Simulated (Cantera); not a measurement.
Feed: 1 mol Si₂Cl₆, 190 mol H₂, at 2.00 bar.

These are equilibrium values from Cantera (NASA tables, ideal gas, pure condensed phases), not measurements of a reactor. Candidate condensed phases: Si; 19 gas species. The feed counts by its element totals alone. The tables' values for SiCl₃ are old estimates; treat these amounts as uncertain. Gases not in the tables: Si₂H₆ and higher silanes. Rates play no part.

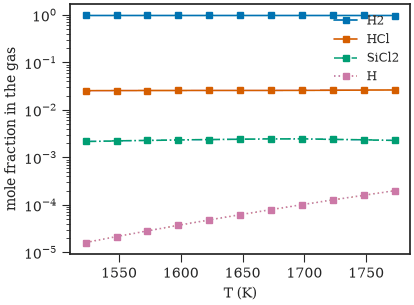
Fig. 1. Equilibrium gas composition (values under 1e-9 drawn at 1e-9)

From 1523 K to 1673 K the condensed part is Si(s). From 1698 K to 1773 K the condensed part is Si(l). The main Si-bearing gas is SiCl₂ throughout. The share of Si in condensed phases is highest at 1773 K (76.7 %) and lowest at 1523 K (74.1 %).
